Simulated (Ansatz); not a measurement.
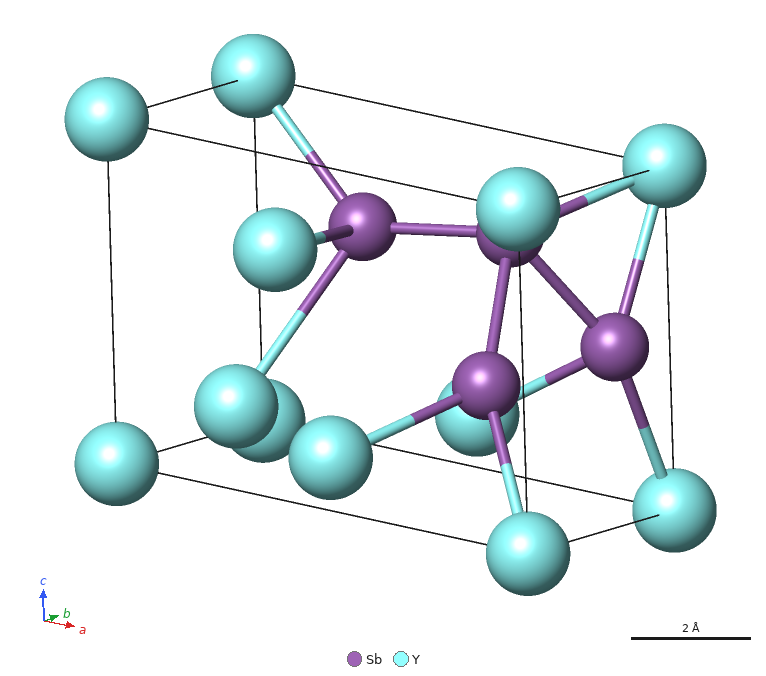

Shown here is a ball-and-stick view of the crystal, taken slightly off an axis. The edges of the simulation cell are marked.

Caption:

Its composition is YSb. The structure is triclinic, space group P1. The atoms show no order inside the cell. One cell contains 4 Y, 4 Sb, 8 atoms in all.

The geometry is that of a made-up disordered cell, without relaxation. Ansatz was used for an electronic-structure calculation on it.

At this level of theory the cell isn't at rest (forces up to 1.2 eV/Å), so its distances can differ from those at equilibrium, the more so the softer the solid.
